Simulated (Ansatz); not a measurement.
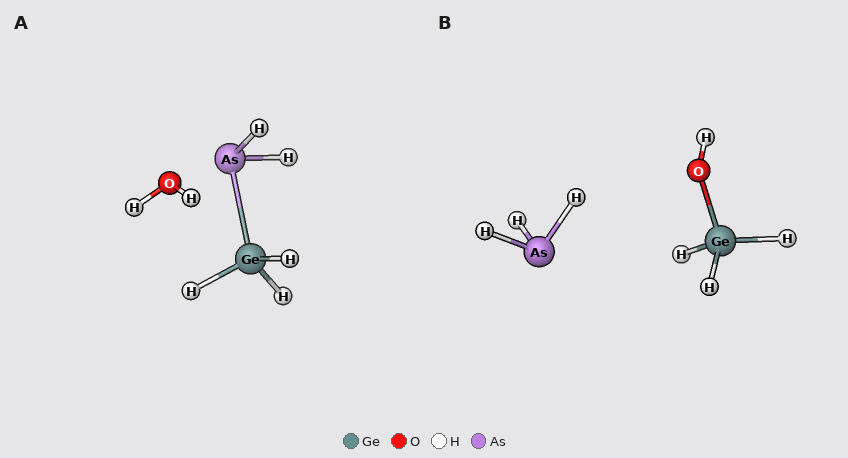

2 stationary structures of one formula. Geometries: PBE0-D4/def2-TZVP. Electronic energies: CCSD(T)/CBS (MP2 limit from def2-TZVPP and def2-QZVPP plus CCSD(T) − MP2) (Ansatz 0.2.0), without zero-point energy. Each is one conformer, not always the lowest.

Which structure is the most stable?

Answer. A is lowest (a minimum); B lies 0.249 eV above it (a minimum).
